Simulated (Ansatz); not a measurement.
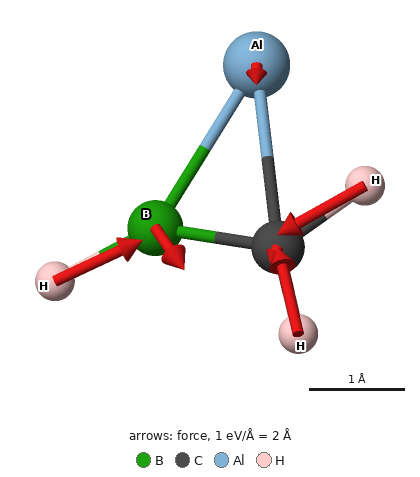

Starting geometry of CH$_{3}$AlB (multiplicity 2) with the computed forces as red arrows. The picture is a ball-and-stick view, seen at a tilt.

It is one of the separated reactants of a reaction.

Computed with UKS PBE0-D4/def2-TZVP (Ansatz 0.2.0). (force threshold 0.005 eV/Å; at most 200 steps)

Question: Is this structure relaxed? If not, where do the atoms go?

Answer: It isn't relaxed: the largest force vector, on an H atom, is 0.55 eV/Å. The atoms end up moving mostly along the starting forces (cosine between the two patterns 0.87). Over 4 geometry steps the energy falls by 0.51 kcal/mol. The largest force component goes from 0.5 to 0.0028 eV/Å. An H atom moves most after the best rigid fit: 0.031 Å. Largest moves by element: H 0.031 Å, Al 0.016 Å, C 0.009 Å, B 0.007 Å. Some distances before and after: B–H 1.205 → 1.183 Å, Al–C 2.248 → 2.230 Å, C–H 1.109 → 1.092 Å, C–H 1.122 → 1.105 Å.
